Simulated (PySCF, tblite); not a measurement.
# 2,2,3,3,3-pentafluoro-1-propanol (C₃H₃F₅O): dynamics, then NMR shifts on frames

How do NMR shifts of 2,2,3,3,3-pentafluoro-1-propanol (C₃H₃F₅O) (`OCC(F)(F)C(F)(F)F`) change as the atoms move?

Programs: tblite 0.8.0 and PySCF 2.14.0, with density-fitted response routines of our own. Each step states its level of theory. These are calculated values for one molecule in the gas phase, unless marked as measured. Atoms count from 0, in the outputs and in this text.

### Step 1. The starting structure

12 atoms, charge 0, multiplicity 1; geometry from: GFN2-xTB.

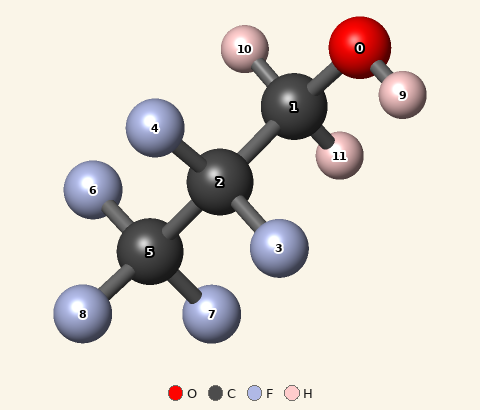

The starting geometry (oxygen red, carbon dark grey, fluorine light blue, hydrogen pink), atoms numbered; sticks join atoms by distance.

### Step 2. Dynamics with GFN2-xTB

The job: settings as JSON, then the geometry in Å.

```
{"job": {"kind": "md", "xc": "GFN2-xTB", "basis": "xTB", "temperature": 300, "steps": 2000, "every": 50, "frames": 5}, "charge": 0, "multiplicity": 1}
O      2.247994    -0.325092     0.154918
C      1.077800     0.335972    -0.191069
C     -0.169312    -0.378600     0.357823
F     -0.200349    -1.661154    -0.091802
F     -0.153151    -0.454140     1.704805
C     -1.481585     0.317605    -0.079426
F     -1.477804     1.599299     0.295698
F     -1.596102     0.297025    -1.410818
F     -2.561888    -0.255933     0.431938
H      2.229283    -1.233922    -0.173641
H      1.132674     1.331804     0.255896
H      0.953638     0.426450    -1.280350
```

Method: GFN2-xTB Langevin dynamics, gas phase.

Run with:

```sh
$ OMP_NUM_THREADS=1 python probes_run.py task.json out
```

The driver reads the jobs from task.json and runs them one after another.

What it wrote:

```text
t/fs     T/K      E/eV
    0.0   261.5   -970.61596
   25.0   195.9   -970.44276
   50.0   228.6   -970.40161
   75.0   281.6   -970.37331
  100.0   161.0   -970.34153
  125.0   207.9   -970.36336
  150.0   198.1   -970.43593
  175.0   188.0   -970.35738
  200.0   247.5   -970.43453
  225.0   202.0   -970.30805
  250.0   265.7   -970.26135
  275.0   241.8   -970.31992
  300.0   347.9   -970.29728
  325.0   378.0   -970.08473
  350.0   262.3   -970.19791
  375.0   223.2   -970.27729
  400.0   274.9   -970.29246
  425.0   247.8   -970.29375
  450.0   291.3   -970.15690
  475.0   308.5   -970.22523
  500.0   318.3   -970.23113
  525.0   323.0   -970.29809
  550.0   302.9   -970.38244
  575.0   260.7   -970.26929
  600.0   209.5   -970.17067
  625.0   285.9   -970.27771
  650.0   232.8   -970.25075
  675.0   266.2   -970.32968
  700.0   374.8   -970.35425
  725.0   363.3   -970.16629
  750.0   242.9   -970.04124
  775.0   214.9   -970.17212
  800.0   309.4   -970.35505
  825.0   270.7   -970.15966
  850.0   273.5   -970.13946
  875.0   329.2   -970.16814
  900.0   233.7   -970.23754
  925.0   213.6   -970.24761
  950.0   237.6   -970.24819
  975.0   347.8   -970.38152
 1000.0   290.6   -970.30319
```

It took 7.4 s on 1 thread of Arm Neoverse V2, shared host; peak memory 0.18 GiB.

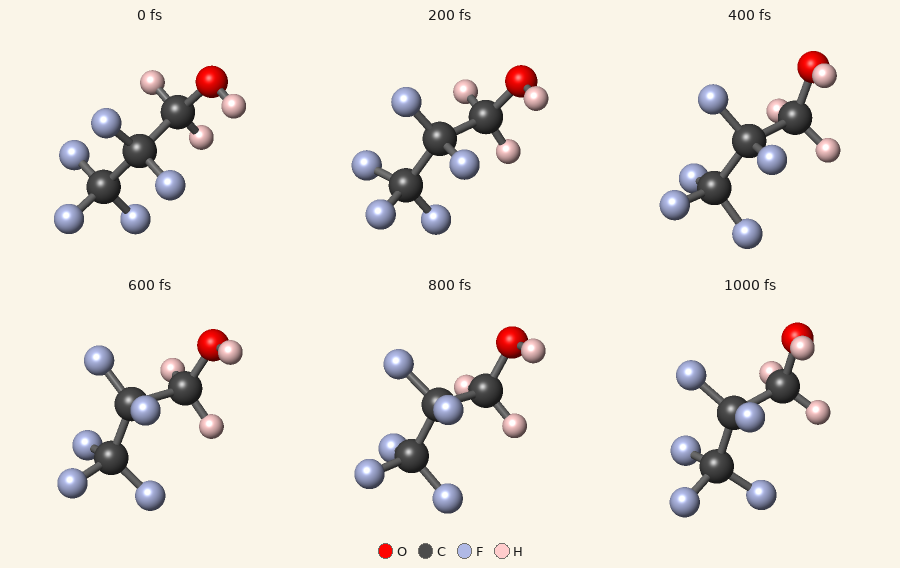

Frames of the run.

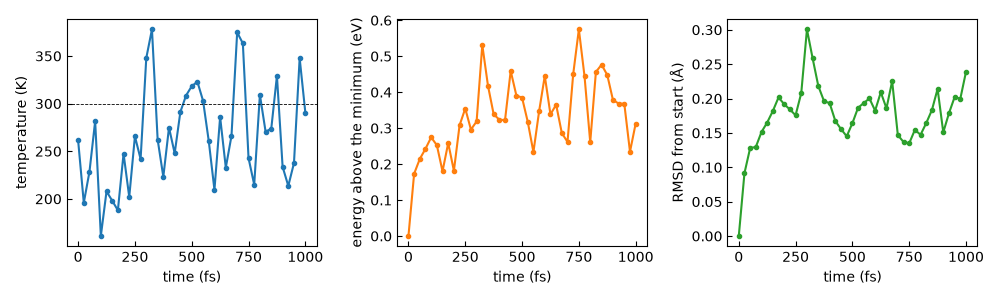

Temperature, potential energy and distance from the start.

Positions (Å) and forces (eV/Å) at 1000 fs:

```xyz
12

O     1.739   -0.276    0.656    0.009   -0.675    0.222
C     0.591   -0.091   -0.120    0.719    0.702    0.546
C    -0.618   -0.529    0.716    1.325   -0.347    1.127
F    -0.315   -1.781    1.163   -0.527   -0.137   -0.084
F    -0.656    0.232    1.869   -0.377   -0.488   -0.933
C    -1.905   -0.443   -0.059   -1.300    0.265   -0.023
F    -2.233    0.856    0.014   -0.106    0.085   -0.742
F    -1.712   -0.825   -1.339   -0.209    0.389    0.509
F    -3.008   -1.088    0.368    0.843   -0.084   -0.020
H     1.739   -1.198    1.016    0.105    0.847   -0.328
H     0.545    0.970   -0.368   -0.146    0.247    0.290
H     0.700   -0.591   -1.063   -0.337   -0.805   -0.564
```

### Step 3. Shielding tensors: 250 fs, PBE0/pcSseg-1

The job: settings as JSON, then the geometry in Å.

```
{"job": {"kind": "nmr", "xc": "PBE0", "basis": "pcSseg-1", "pop": false}, "charge": 0, "multiplicity": 1}
O      1.934000     0.140600     0.151700
C      0.608000     0.417900    -0.301600
C     -0.426300    -0.265300     0.637100
F     -0.322300    -1.559700     0.652900
F     -0.256300     0.180300     1.896800
C     -1.881000     0.091800     0.237000
F     -2.161500     1.389000     0.525500
F     -2.114800    -0.064500    -1.047200
F     -2.889100    -0.609400     0.855000
H      2.103600    -0.749500    -0.037700
H      0.499600     1.460600    -0.213500
H      0.590800     0.051900    -1.358300
```

With the program's defaults for keys left out, this is: GIAO PBE0/pcSseg-1 NMR shielding, non-relativistic, gas phase.

What it wrote:

```text
coarse grid: 11640 points
cycle   1  E = -689.4437490995  dE =  1.575e+00  |g| = 1.270e+00  |ddm| = 2.965e+00
cycle   2  E = -689.0081533479  dE =  4.356e-01  |g| = 2.109e+00  |ddm| = 2.016e+00
cycle   3  E = -689.7139311932  dE = -7.058e-01  |g| = 7.423e-02  |ddm| = 1.373e+00
cycle   4  E = -689.7144614829  dE = -5.303e-04  |g| = 5.516e-02  |ddm| = 7.864e-02
cycle   5  E = -689.7149494134  dE = -4.879e-04  |g| = 1.343e-02  |ddm| = 3.776e-02
cycle   6  E = -689.7149749015  dE = -2.549e-05  |g| = 2.897e-03  |ddm| = 8.671e-03
cycle   7  E = -689.7149764558  dE = -1.554e-06  |g| = 5.136e-04  |ddm| = 2.261e-03
final grid: 118968 points
cycle   8  E = -689.8113681912  dE = -5.593e-05  |g| = 9.595e-03  |ddm| = 2.311e-02
cycle   9  E = -689.8113496503  dE =  1.854e-05  |g| = 1.442e-02  |ddm| = 1.439e-02
cycle  10  E = -689.8113847678  dE = -3.512e-05  |g| = 7.299e-04  |ddm| = 8.526e-03
cycle  11  E = -689.8113848567  dE = -8.895e-08  |g| = 3.006e-04  |ddm| = 7.111e-04
cycle  12  E = -689.8113848727  dE = -1.603e-08  |g| = 6.447e-05  |ddm| = 1.949e-04
cycle  13  E = -689.8113848733  dE = -5.195e-10  |g| = 2.482e-05  |ddm| = 4.893e-05
converged SCF energy = -689.8113848733

GIAO shielding tensors (ppm)
atom      isotropic    diamagn.    paramagn.     s11        s22        s33       span
  0 O      334.240     385.280     -51.040    304.696    334.305    363.718     59.022
  1 C      117.580     244.688    -127.109     93.344    117.107    142.289     48.945
  2 C       71.108     240.786    -169.678     54.360     75.779     83.186     28.826
  3 F      339.478     471.959    -132.482    257.656    335.284    425.493    167.838
  4 F      317.557     471.669    -154.112    210.001    341.123    401.547    191.545
  5 C       53.740     241.527    -187.788     48.325     49.960     62.934     14.609
  6 F      250.814     471.996    -221.182    160.114    244.439    347.889    187.775
  7 F      268.061     473.016    -204.956    194.386    280.217    329.579    135.193
  8 F      247.925     469.248    -221.323    153.835    226.986    362.954    209.119
  9 H       32.147      33.269      -1.122     22.153     29.349     44.940     22.787
 10 H       28.170      29.520      -1.351     23.312     29.869     31.328      8.016
 11 H       26.477      28.900      -2.423     20.670     27.660     31.101     10.431
```

Run time: 14 s. Hardware: 1 thread of Arm Neoverse V2, shared host; peak memory 0.76 GiB.

Shifts follow as δ = σ(reference) − σ, with reference shieldings (ppm) from runs at the same level and on the same kind of geometry: 1H TMS 31.72, 13C TMS 186.9, 19F CFCl3 170.9, 17O H2O 336.1. The references are single molecules in the gas phase, so shifts against H2O, NH3, PH3, H3PO4 or CFCl3 are not on the usual liquid scales and can be off by tens of ppm. Each atom is listed at this fixed geometry, with no averaging over motion; a spectrum would average atoms that exchange fast.

```tsv
atoms	environment	σ (ppm)	δ (ppm)
C5	CF3 carbon	53.7	133.2
C2	fully substituted sp3 carbon bonded to 2 F	71.1	115.8
C1	sp3 CH2 bonded to O	117.6	69.3
H11	hydrogen on an sp3 CH2 bonded to O	26.48	5.24
H10	hydrogen on an sp3 CH2 bonded to O	28.17	3.55
H9	hydrogen on an alcohol oxygen	32.15	-0.43
O0	alcohol oxygen	334.2	1.8
F8	fluorine of a CF3 group	247.9	-77.0
F6	fluorine of a CF3 group	250.8	-79.9
F7	fluorine of a CF3 group	268.1	-97.1
F4	fluorine of a CF2 group	317.6	-146.6
F3	fluorine of a CF2 group	339.5	-168.5
```

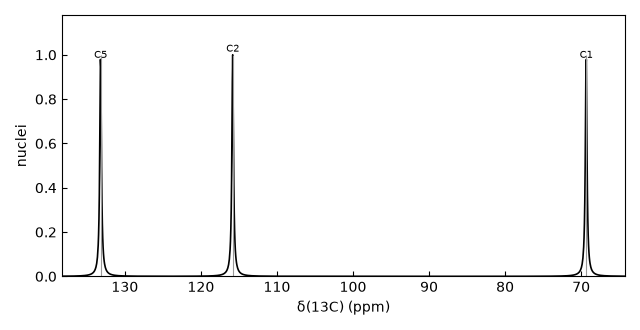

13C lines at the computed shifts, without couplings. Lines are broadened to a width of 0.26 ppm (Lorentzian).

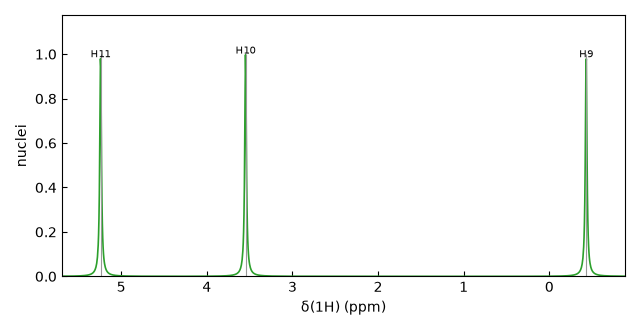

1H lines at the computed shifts, without couplings. Lines are broadened to a width of 0.02 ppm (Lorentzian).

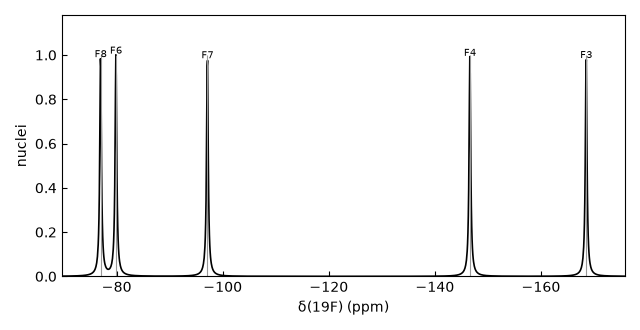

19F lines at the computed shifts, without couplings. Lines are broadened to a width of 0.37 ppm (Lorentzian).

### Step 4. Nuclear shieldings: 425 fs, PBE0/pcSseg-1

The job: settings as JSON, then the geometry in Å.

```
{"job": {"kind": "nmr", "xc": "PBE0", "basis": "pcSseg-1", "pop": false}, "charge": 0, "multiplicity": 1}
O      1.727200     0.166200     0.474000
C      0.491400     0.188000    -0.151900
C     -0.622000    -0.312400     0.771700
F     -0.323100    -1.615300     0.799100
F     -0.502300     0.219500     1.968200
C     -2.076100    -0.030000     0.237100
F     -2.278500     1.250700    -0.005300
F     -2.345800    -0.627400    -0.897300
F     -2.922600    -0.448800     1.186400
H      1.886700    -0.769500     0.659000
H      0.331600     1.230400    -0.418400
H      0.454900    -0.371400    -1.107700
```

With the program's defaults for keys left out, this is: GIAO PBE0/pcSseg-1 NMR shielding, non-relativistic, gas phase.

What it wrote:

```text
coarse grid: 11640 points
cycle   1  E = -689.4709029314  dE =  1.684e+00  |g| = 1.227e+00  |ddm| = 3.005e+00
cycle   2  E = -689.1259397673  dE =  3.450e-01  |g| = 1.947e+00  |ddm| = 1.788e+00
cycle   3  E = -689.7200992841  dE = -5.942e-01  |g| = 6.682e-02  |ddm| = 1.179e+00
cycle   4  E = -689.7206645790  dE = -5.653e-04  |g| = 4.025e-02  |ddm| = 6.931e-02
cycle   5  E = -689.7209538722  dE = -2.893e-04  |g| = 1.204e-02  |ddm| = 3.057e-02
cycle   6  E = -689.7209758260  dE = -2.195e-05  |g| = 2.463e-03  |ddm| = 7.285e-03
cycle   7  E = -689.7209767630  dE = -9.369e-07  |g| = 5.682e-04  |ddm| = 1.936e-03
final grid: 118968 points
cycle   8  E = -689.8153600448  dE = -5.559e-05  |g| = 8.484e-03  |ddm| = 2.363e-02
cycle   9  E = -689.8153478906  dE =  1.215e-05  |g| = 1.219e-02  |ddm| = 1.208e-02
cycle  10  E = -689.8153728633  dE = -2.497e-05  |g| = 6.921e-04  |ddm| = 7.049e-03
cycle  11  E = -689.8153729447  dE = -8.135e-08  |g| = 2.553e-04  |ddm| = 6.710e-04
cycle  12  E = -689.8153729566  dE = -1.196e-08  |g| = 4.753e-05  |ddm| = 1.779e-04
cycle  13  E = -689.8153729569  dE = -2.931e-10  |g| = 1.765e-05  |ddm| = 3.496e-05
converged SCF energy = -689.8153729569

GIAO shielding tensors (ppm)
atom      isotropic    diamagn.    paramagn.     s11        s22        s33       span
  0 O      331.515     386.505     -54.989    287.638    325.951    380.957     93.318
  1 C      119.447     245.803    -126.356     99.537    117.311    141.493     41.956
  2 C       70.639     245.642    -175.003     56.331     74.571     81.016     24.685
  3 F      323.301     474.450    -151.148    221.599    331.554    416.750    195.151
  4 F      334.703     471.211    -136.509    256.696    327.999    419.413    162.718
  5 C       60.042     243.558    -183.516     51.288     63.452     65.386     14.098
  6 F      271.865     472.324    -200.459    201.128    268.705    345.763    144.635
  7 F      277.113     472.313    -195.199    207.344    282.551    341.445    134.101
  8 F      273.701     468.202    -194.501    191.889    272.587    356.629    164.740
  9 H       30.579      31.375      -0.796     20.355     29.351     42.031     21.676
 10 H       27.775      29.858      -2.083     22.820     28.968     31.538      8.717
 11 H       27.493      30.239      -2.746     22.718     28.302     31.460      8.742
```

Wall time 14 s (1 thread of Arm Neoverse V2, shared host); peak memory 0.81 GiB.

Key values: δ C5 126.9, C2 116.3, C1 67.5, O0 4.6, H11 4.22, H10 3.94 ppm.

[end of part 1 of 2]
